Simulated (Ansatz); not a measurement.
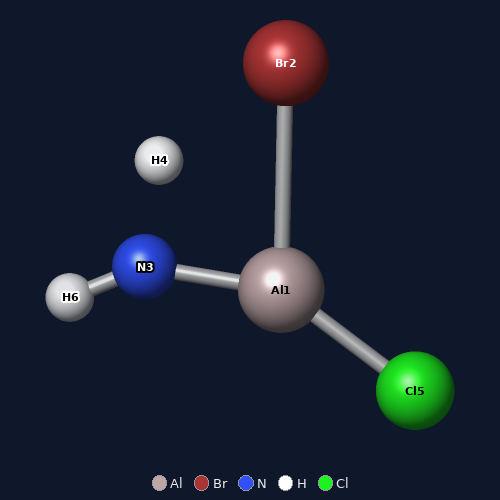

The system is the reacting system AlBrClH₂N; the picture shows the reference structure. First axis: distance Br2–H4 (bond that forms). Second axis: distance N3–H4 (bond that breaks). Relaxed at each point: all other coordinates. The scan uses a 9 × 9 grid. Points are written as (first, second). Energies are in kJ/mol, from the lowest grid point. Energies and slopes of some neighbouring points disagree (a jump in structure or state, or too coarse a mesh). The reference is spin-restricted, so regions where a bond is pulled apart into radicals lie too high. The calculation used RKS B3LYP-D4/def2-SVP (Ansatz 0.2.0).

Its coordinates:

```xyz
6

Al   -0.1419    0.1312    0.8559
Br    1.7985   -1.5285   -0.3236
N    -0.5357    0.4477   -0.7796
H     0.4265   -0.3724   -1.2006
Cl   -0.4211    0.3918    2.8921
H    -1.1263    0.9302   -1.4441
```

Range: distance Br2–H4 (bond that forms) from 1.359 to 3.159 Å; distance N3–H4 (bond that breaks) from 0.918 to 2.418 Å.

### What will the energy surface look like?

The lowest grid point is at (3.159 Å, 1.029 Å). It lies at the edge of the scanned range, so the true minimum may lie outside. The highest grid point, (1.359 Å, 0.918 Å), lies 634 kJ/mol above the lowest.

| second ↓, first → | 1.359 | 1.493 | 1.677 | 1.887 | 2.116 | 2.359 | 2.615 | 2.882 | 3.159 |
| --- | --- | --- | --- | --- | --- | --- | --- | --- | --- |
| 2.418 | 408 | 399 | 430 | 473 | 497 | 517 | 486 | 538 | 541 |
| 2.187 | 402 | 388 | 409 | 437 | 454 | 467 | 476 | 480 | 482 |
| 1.965 | 396 | 372 | 378 | 393 | 401 | 407 | 410 | 411 | 410 |
| 1.752 | 391 | 354 | 341 | 340 | 338 | 336 | 332 | 329 | 326 |
| 1.549 | 390 | 334 | 298 | 278 | 263 | 252 | 242 | 234 | 229 |
| 1.358 | 402 | 320 | 256 | 214 | 185 | 163 | 147 | 136 | 128 |
| 1.183 | 438 | 324 | 228 | 162 | 118 | 87 | 66 | 51 | 42 |
| 1.029 | 516 | 368 | 239 | 151 | 93 | 55 | 29 | 11 | 0 |
| 0.918 | 634 | 458 | 303 | 199 | 131 | 87 | 58 | 38 | 26 |

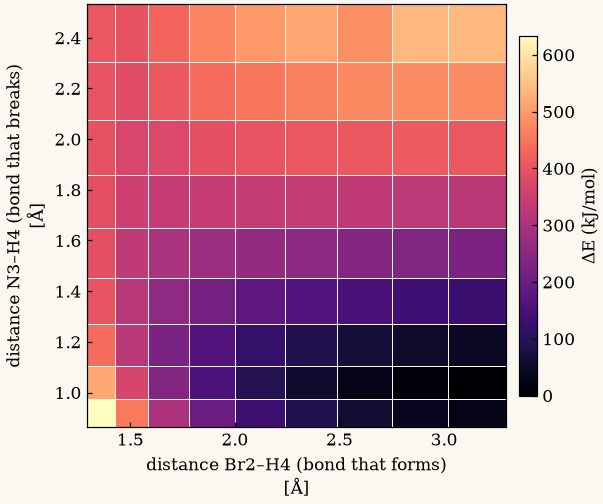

Drawn: one coloured cell a grid point.

Each point was launched as `ansatz run input.yaml --threads 1 --pin off --max-ram 2560MiB --backend cpu --events-out ev --progress --plain --runs-dir out`. Time for the 81 points that were run: 27 min on 1 thread of Arm Neoverse V1, on a shared host.
